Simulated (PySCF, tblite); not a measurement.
# C4H9O2S−: a rotation path, then NMR shifts on frames, part 2 of 2

tblite 0.8.0 and PySCF 2.14.0. Atoms count from 0. The steps go on from the part before.

## 5. Nuclear shieldings: image 4, PBE0/pcSseg-1

What the job is given:

```
{"job": {"kind": "nmr", "xc": "PBE0", "basis": "pcSseg-1", "pop": false}, "charge": -1, "multiplicity": 1}
C     -2.312400    -0.050300     0.228300
C     -0.840900     0.002200     0.628400
C      0.054600     0.598200    -0.470800
C      1.197400    -0.329000    -0.821800
S      2.376100    -0.476200     0.712700
O      3.556200    -1.158400     0.099800
O      2.635800     0.964500     1.009600
H     -2.441100    -0.664000    -0.662200
H     -2.918700    -0.479300     1.026600
H     -2.689900     0.948900     0.012800
H     -0.495700    -1.008900     0.851600
H     -0.739100     0.584400     1.545400
H      0.498400     1.531700    -0.115500
H     -0.553800     0.829700    -1.356100
H      1.808900     0.053200    -1.638500
H      0.856500    -1.337700    -1.061700
```

Level: GIAO PBE0/pcSseg-1 NMR shielding, non-relativistic, gas phase.

The program printed:

```text
coarse grid: 13720 points
cycle   1  E = -705.5944930260  dE =  1.025e+00  |g| = 1.176e+00  |ddm| = 3.723e+00
cycle   2  E = -704.8902399074  dE =  7.043e-01  |g| = 2.204e+00  |ddm| = 4.510e+00
cycle   3  E = -705.8497185616  dE = -9.595e-01  |g| = 2.644e-01  |ddm| = 3.566e+00
cycle   4  E = -705.8648597099  dE = -1.514e-02  |g| = 1.124e-01  |ddm| = 4.034e-01
cycle   5  E = -705.8678775144  dE = -3.018e-03  |g| = 2.659e-02  |ddm| = 1.283e-01
cycle   6  E = -705.8680047574  dE = -1.272e-04  |g| = 1.265e-02  |ddm| = 3.847e-02
cycle   7  E = -705.8680323466  dE = -2.759e-05  |g| = 4.209e-03  |ddm| = 1.491e-02
cycle   8  E = -705.8680360630  dE = -3.716e-06  |g| = 6.231e-04  |ddm| = 5.245e-03
final grid: 127344 points
cycle   9  E = -705.9333660737  dE = -2.905e-05  |g| = 1.202e-02  |ddm| = 3.198e-02
cycle  10  E = -705.9333145862  dE =  5.149e-05  |g| = 1.950e-02  |ddm| = 3.314e-02
cycle  11  E = -705.9333969369  dE = -8.235e-05  |g| = 2.396e-03  |ddm| = 2.280e-02
cycle  12  E = -705.9333981203  dE = -1.183e-06  |g| = 2.804e-04  |ddm| = 2.130e-03
cycle  13  E = -705.9333981385  dE = -1.826e-08  |g| = 1.158e-04  |ddm| = 4.503e-04
cycle  14  E = -705.9333981405  dE = -1.998e-09  |g| = 6.398e-05  |ddm| = 1.499e-04
cycle  15  E = -705.9333981413  dE = -7.385e-10  |g| = 1.562e-05  |ddm| = 7.110e-05
converged SCF energy = -705.9333981413

GIAO shielding tensors (ppm)
atom      isotropic    diamagn.    paramagn.     s11        s22        s33       span
  0 C      167.615     246.638     -79.023    149.639    167.116    186.090     36.451
  1 C      161.136     246.760     -85.624    144.632    163.426    175.350     30.719
  2 C      156.138     247.983     -91.846    130.278    159.189    178.946     48.668
  3 C      111.823     250.886    -139.063     77.467    109.197    148.805     71.338
  4 S       47.150    1048.698   -1001.548    -26.281      1.663    166.068    192.350
  5 O      125.718     399.701    -273.982     11.611    104.162    261.381    249.770
  6 O      136.294     404.118    -267.824     -2.999    138.322    273.561    276.560
  7 H       31.013      30.597       0.416     26.958     29.801     36.281      9.322
  8 H       30.990      28.918       2.072     26.285     28.310     38.375     12.090
  9 H       31.234      30.014       1.220     27.324     29.355     37.025      9.701
 10 H       30.289      31.536      -1.248     24.706     31.213     34.948     10.242
 11 H       30.079      31.517      -1.438     24.700     30.640     34.897     10.198
 12 H       28.949      31.918      -2.970     25.823     27.580     33.443      7.620
 13 H       30.847      32.878      -2.032     25.512     31.152     35.876     10.363
 14 H       31.107      32.325      -1.218     28.323     29.699     35.298      6.975
 15 H       30.102      32.977      -2.875     27.412     30.790     32.103      4.692
```

Wall time 58 s (1 thread of AMD EPYC, shared host); peak memory 0.82 GiB.

Key values: δ C3 75.1, C2 30.8, C1 25.8, C0 19.3, H12 2.77, H11 1.64 ppm.

## 6. NMR shieldings: image 6, PBE0/pcSseg-1

What the job is given:

```
{"job": {"kind": "nmr", "xc": "PBE0", "basis": "pcSseg-1", "pop": false}, "charge": -1, "multiplicity": 1}
C     -2.185700    -0.259000     0.156000
C     -0.851200     0.224000     0.713500
C      0.080400     0.773700    -0.374500
C      1.075500    -0.266900    -0.838700
S      2.288400    -0.654900     0.629200
O      3.351800    -1.434000    -0.073700
O      2.733900     0.721200     1.002200
H     -2.030200    -1.045900    -0.578300
H     -2.821100    -0.651000     0.950500
H     -2.715300     0.562300    -0.328400
H     -0.337000    -0.599300     1.211100
H     -1.045400     0.993400     1.465400
H      0.664000     1.600000     0.040200
H     -0.520400     1.165400    -1.208100
H      1.699900     0.089700    -1.657100
H      0.604800    -1.209700    -1.120500
```

Level: GIAO PBE0/pcSseg-1 NMR shielding, non-relativistic, gas phase.

The program printed:

```text
coarse grid: 13720 points
cycle   1  E = -705.5959348213  dE =  1.031e+00  |g| = 1.176e+00  |ddm| = 3.722e+00
cycle   2  E = -704.8978951438  dE =  6.980e-01  |g| = 2.198e+00  |ddm| = 4.470e+00
cycle   3  E = -705.8513731891  dE = -9.535e-01  |g| = 2.638e-01  |ddm| = 3.517e+00
cycle   4  E = -705.8664013324  dE = -1.503e-02  |g| = 1.121e-01  |ddm| = 4.002e-01
cycle   5  E = -705.8694383289  dE = -3.037e-03  |g| = 2.418e-02  |ddm| = 1.266e-01
cycle   6  E = -705.8695503036  dE = -1.120e-04  |g| = 1.112e-02  |ddm| = 3.705e-02
cycle   7  E = -705.8695714563  dE = -2.115e-05  |g| = 4.226e-03  |ddm| = 1.348e-02
cycle   8  E = -705.8695750666  dE = -3.610e-06  |g| = 6.390e-04  |ddm| = 5.107e-03
final grid: 127344 points
cycle   9  E = -705.9350849856  dE = -2.809e-05  |g| = 1.171e-02  |ddm| = 2.957e-02
cycle  10  E = -705.9350356321  dE =  4.935e-05  |g| = 1.907e-02  |ddm| = 3.172e-02
cycle  11  E = -705.9351139465  dE = -7.831e-05  |g| = 2.292e-03  |ddm| = 2.208e-02
cycle  12  E = -705.9351150333  dE = -1.087e-06  |g| = 2.814e-04  |ddm| = 2.058e-03
cycle  13  E = -705.9351150522  dE = -1.893e-08  |g| = 1.051e-04  |ddm| = 4.386e-04
cycle  14  E = -705.9351150539  dE = -1.641e-09  |g| = 5.973e-05  |ddm| = 1.357e-04
cycle  15  E = -705.9351150545  dE = -6.398e-10  |g| = 1.608e-05  |ddm| = 6.925e-05
converged SCF energy = -705.9351150545

GIAO shielding tensors (ppm)
atom      isotropic    diamagn.    paramagn.     s11        s22        s33       span
  0 C      168.952     246.994     -78.043    149.717    171.019    186.120     36.404
  1 C      163.531     246.607     -83.077    156.035    160.210    174.347     18.312
  2 C      155.763     248.221     -92.458    134.514    159.250    173.526     39.012
  3 C      117.341     250.736    -133.395     80.271    111.742    160.011     79.740
  4 S       47.812    1048.701   -1000.889    -28.898      8.915    163.418    192.316
  5 O      130.166     399.992    -269.827     11.391    106.390    272.716    261.325
  6 O      132.502     403.751    -271.249     -9.203    140.096    266.613    275.816
  7 H       30.648      30.821      -0.173     26.227     30.114     35.604      9.377
  8 H       31.015      29.086       1.929     26.420     28.406     38.220     11.800
  9 H       31.371      30.219       1.152     27.568     29.285     37.260      9.692
 10 H       29.519      30.565      -1.046     23.596     30.215     34.747     11.151
 11 H       30.608      31.512      -0.904     24.837     30.586     36.401     11.564
 12 H       28.847      31.923      -3.075     25.360     27.511     33.670      8.310
 13 H       30.716      32.606      -1.890     25.877     30.283     35.989     10.112
 14 H       31.301      32.350      -1.049     28.491     30.111     35.302      6.810
 15 H       30.005      32.922      -2.916     26.992     30.655     32.369      5.376
```

Run time: 58 s. Hardware: 1 thread of AMD EPYC, shared host; peak memory 0.82 GiB.

This run: δ C3 69.6, C2 31.2, C1 23.4, C0 18.0, H12 2.87, H10 2.20 ppm.

## 7. Nuclear shieldings: image 8, PBE0/pcSseg-1

What the job is given:

```
{"job": {"kind": "nmr", "xc": "PBE0", "basis": "pcSseg-1", "pop": false}, "charge": -1, "multiplicity": 1}
C     -1.963000    -0.479600     0.176800
C     -0.884800     0.439400     0.741000
C      0.087700     0.952800    -0.321100
C      0.973500    -0.138000    -0.880700
S      2.067900    -0.877500     0.538800
O      2.991100    -1.751700    -0.245100
O      2.738700     0.352700     1.056700
H     -1.517400    -1.387200    -0.220100
H     -2.675100    -0.759900     0.952900
H     -2.508600     0.016700    -0.626200
H     -0.306300    -0.094400     1.495400
H     -1.368100     1.295400     1.224900
H      0.747700     1.686300     0.150600
H     -0.476000     1.463500    -1.117200
H      1.670800     0.254600    -1.619400
H      0.414100    -0.964100    -1.319000
```

Method: GIAO PBE0/pcSseg-1 NMR shielding, non-relativistic, gas phase.

The program printed:

```text
coarse grid: 13720 points
cycle   1  E = -705.5974755551  dE =  1.037e+00  |g| = 1.177e+00  |ddm| = 3.729e+00
cycle   2  E = -704.9035687407  dE =  6.939e-01  |g| = 2.193e+00  |ddm| = 4.478e+00
cycle   3  E = -705.8531553047  dE = -9.496e-01  |g| = 2.657e-01  |ddm| = 3.546e+00
cycle   4  E = -705.8683538365  dE = -1.520e-02  |g| = 1.121e-01  |ddm| = 4.017e-01
cycle   5  E = -705.8714234731  dE = -3.070e-03  |g| = 2.128e-02  |ddm| = 1.270e-01
cycle   6  E = -705.8715153843  dE = -9.191e-05  |g| = 9.193e-03  |ddm| = 3.455e-02
cycle   7  E = -705.8715306133  dE = -1.523e-05  |g| = 3.792e-03  |ddm| = 1.177e-02
cycle   8  E = -705.8715333603  dE = -2.747e-06  |g| = 7.531e-04  |ddm| = 4.579e-03
final grid: 127344 points
cycle   9  E = -705.9372113098  dE = -2.806e-05  |g| = 1.147e-02  |ddm| = 2.759e-02
cycle  10  E = -705.9371632728  dE =  4.804e-05  |g| = 1.875e-02  |ddm| = 3.131e-02
cycle  11  E = -705.9372391771  dE = -7.590e-05  |g| = 2.236e-03  |ddm| = 2.164e-02
cycle  12  E = -705.9372402005  dE = -1.023e-06  |g| = 3.043e-04  |ddm| = 2.046e-03
cycle  13  E = -705.9372402202  dE = -1.969e-08  |g| = 1.410e-04  |ddm| = 4.653e-04
cycle  14  E = -705.9372402234  dE = -3.179e-09  |g| = 6.400e-05  |ddm| = 1.734e-04
cycle  15  E = -705.9372402242  dE = -7.367e-10  |g| = 1.439e-05  |ddm| = 7.042e-05
converged SCF energy = -705.9372402242

GIAO shielding tensors (ppm)
atom      isotropic    diamagn.    paramagn.     s11        s22        s33       span
  0 C      171.374     247.301     -75.927    154.437    173.437    186.249     31.812
  1 C      163.354     246.426     -83.072    154.117    164.954    170.990     16.873
  2 C      155.005     247.766     -92.761    141.258    157.521    166.236     24.977
  3 C      120.572     251.330    -130.758     80.953    107.984    172.778     91.824
  4 S       56.072    1048.734    -992.662    -21.834     28.626    161.424    183.258
  5 O      132.137     400.398    -268.261     13.690     92.445    290.275    276.585
  6 O      129.761     403.239    -273.477    -11.299    138.044    262.538    273.837
  7 H       30.101      30.840      -0.739     25.248     30.139     34.917      9.669
  8 H       31.014      29.213       1.800     26.607     28.487     37.947     11.340
  9 H       31.415      30.461       0.954     27.747     29.136     37.363      9.616
 10 H       29.154      30.353      -1.199     23.984     29.515     33.963      9.979
 11 H       30.875      31.080      -0.205     25.112     30.226     37.287     12.175
 12 H       29.129      31.667      -2.538     25.501     28.097     33.788      8.287
 13 H       30.368      31.916      -1.548     25.336     29.366     36.402     11.066
 14 H       31.271      32.355      -1.084     28.528     30.289     34.996      6.468
 15 H       29.848      33.270      -3.421     26.546     30.247     32.752      6.207
```

Run time: 57 s. Hardware: 1 thread of AMD EPYC, shared host; peak memory 0.82 GiB.

This run: δ C3 66.4, C2 31.9, C1 23.6, C0 15.6, H12 2.59, H10 2.56 ppm.

## 8. Comparing the runs: NMR shifts

Shifts (ppm) of some atoms, chosen among heavy atoms and hydrogens apart, with basis size and wall time:

```csv
frame,C3,C1,H11,H10,S4,O5,O6,functions,time
image 0,71.6,26.7,2.40,0.65,453,208.5,204.6,171,53 s
image 2,75.8,28.2,2.14,0.85,455,212.4,199.0,171,56 s
image 4,75.1,25.8,1.64,1.43,457,210.4,199.8,171,58 s
image 6,69.6,23.4,1.11,2.20,456,205.9,203.6,171,58 s
image 8,66.4,23.6,0.84,2.56,448,203.9,206.3,171,57 s
```

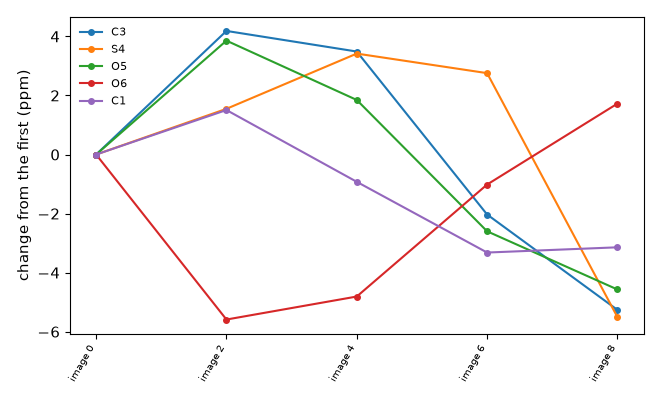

How five of the tabulated atoms move from run to run.

## 9. Outcome

The summary covers parts 1 to 2.

| quantity | value |
| --- | --- |
| barrier | 0.119 eV (2.7 kcal/mol) at image 4 |
| end to end (GFN2-xTB) | 0.027 eV |
| 13C shifts against TMS (PBE0/pcSseg-1, image 0) | 71.6, 33.9, 26.7, 18.5 ppm |
| 1H shifts against TMS (PBE0/pcSseg-1, image 0) | 2.40, 2.27, 1.55, 1.44, 0.85, 0.83, 0.65, 0.63, 0.43 ppm |
| 33S shifts against CS2 (PBE0/pcSseg-1, image 0) | 453 ppm |
| 17O shifts against H2O (PBE0/pcSseg-1, image 0) | 208.5, 204.6 ppm |
| range of the shift of C3 | 66.4 to 75.8 ppm |

**Reading.** Along the band the dihedral turns by 114°, and the top (dihedral 234°) lies 2.7 kcal/mol above the start (GFN2-xTB, rough), so at room temperature this motion is fast. Ends this close can change order at a higher level. The top was not checked by a frequency run. Shifts at one fixed geometry are not the observed spectrum, which averages over the motion. In the first frame run (image 0): The largest span, 274 ppm, is at O6, where the paramagnetic term is -273 ppm. In ppm, C3 moves most: its shift spreads over 9.4 ppm, from 66.4 (image 8) to 75.8 (image 2).
